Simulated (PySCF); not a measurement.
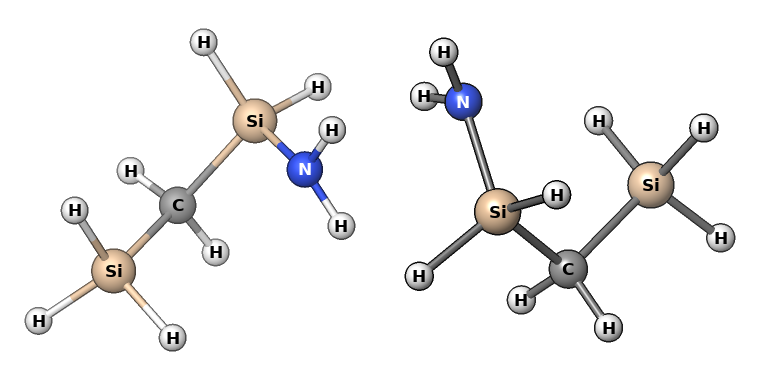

Two views of one molecule.

Computed geometry: PBE0-D3(BJ)/def2-SVP optimisation. No frequency run is at hand to confirm it as a minimum.

Question: What is the molecular formula?

Answer: CH₉NSi₂, 13 atoms: 1 carbon, 9 hydrogen, 1 nitrogen and 2 silicon.

Question: Give a SMILES string for it.

Answer: N[SiH2]C[SiH3]

Question: What is the point group of this geometry?

Answer: C1.

The parts below concern this one geometry. Atoms keep their numbers from picture to picture.

## Geometry

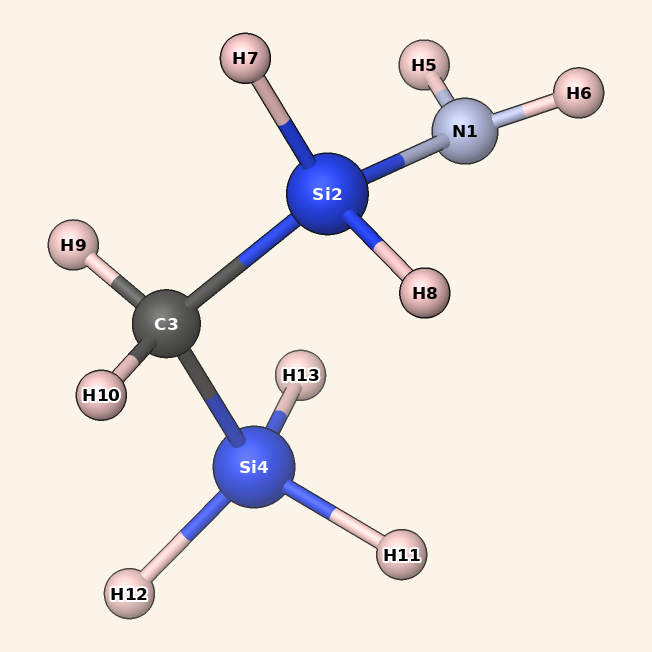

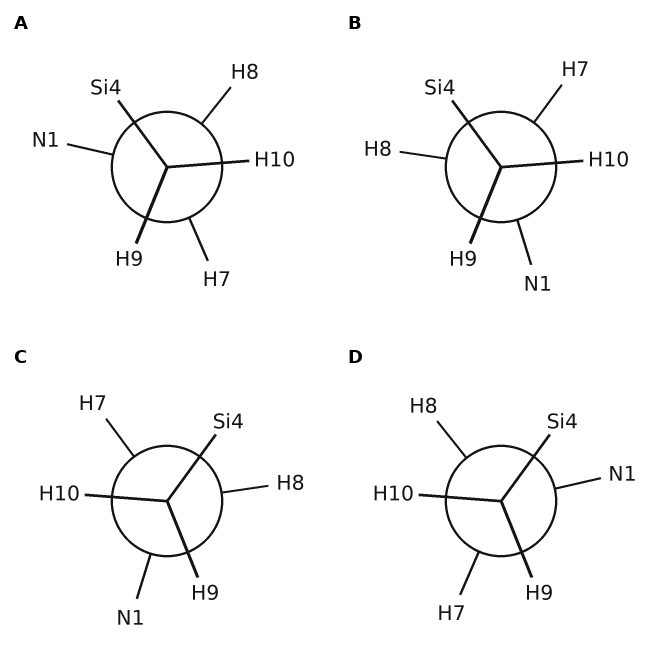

Atoms fade into the background with distance from the viewer. Bonds that would overlap in a projection are set slightly apart. No frequency run is at hand to confirm it as a minimum.

Question: Which Newman projection shows the view along C3–Si2, with C3 in front?

Answer: D. The torsion angle Si4–C3–Si2–N1 is 41°, synclinal (gauche).

## Electronic properties

No frequency run is at hand to confirm it as a minimum. Level of theory: CAM-B3LYP/pcSseg-2, gas phase (PySCF 2.14.0).

Question: What is the HOMO–LUMO gap?

Answer: 9.80 eV.

Question: What is the HOMO energy (Kohn–Sham orbital)?

Answer: −8.86 eV.

Question: Give the dipole moment at this level.

Answer: 1.32 D.

## Core levels

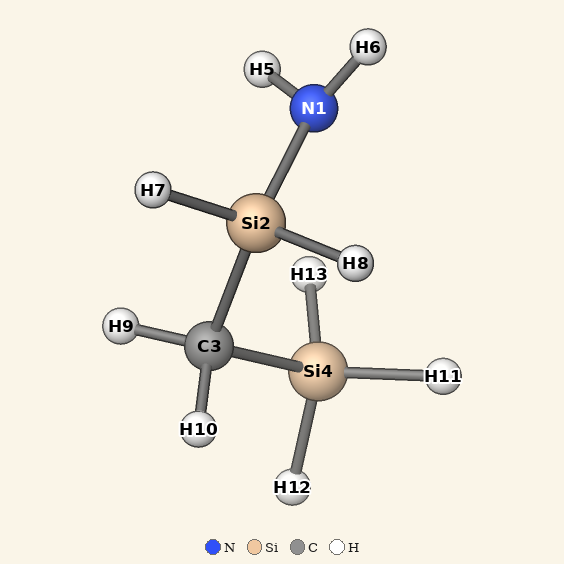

No frequency run is at hand to confirm it as a minimum. Method: delta-SCF UKS HF, pcX-2 on the ionised atom, pcseg-1 elsewhere, spin-free X2C (PySCF 2.14.0).

Give the core-electron binding energies (to vacuum; p and d levels without spin–orbit splitting) of N1 1s, Si2 1s, Si2 2p, C3 1s, Si4 1s, Si4 2p.

```json
{"atom": "N1", "level": "1s", "binding energy (eV)": "404.3"}
{"atom": "Si2", "level": "1s", "binding energy (eV)": "1847.6"}
{"atom": "Si2", "level": "2p", "binding energy (eV)": "106.4"}
{"atom": "C3", "level": "1s", "binding energy (eV)": "289.5"}
{"atom": "Si4", "level": "1s", "binding energy (eV)": "1847.1"}
{"atom": "Si4", "level": "2p", "binding energy (eV)": "106.1"}
```

## Quadrupole coupling

No frequency run is at hand to confirm it as a minimum. Electric field gradients from the ground-state density, PBE0/6-31G (PySCF 2.14.0), non-relativistic apart from any core potentials.

Give the largest field-gradient component, the quadrupole coupling constant and the asymmetry for 14N at N1 (Q = 20.44 mb).

```json
{"atom": "N1", "V_zz (a.u.)": "−0.954", "e²qQ/h (MHz)": "−4.58", "η": "0.21"}
```
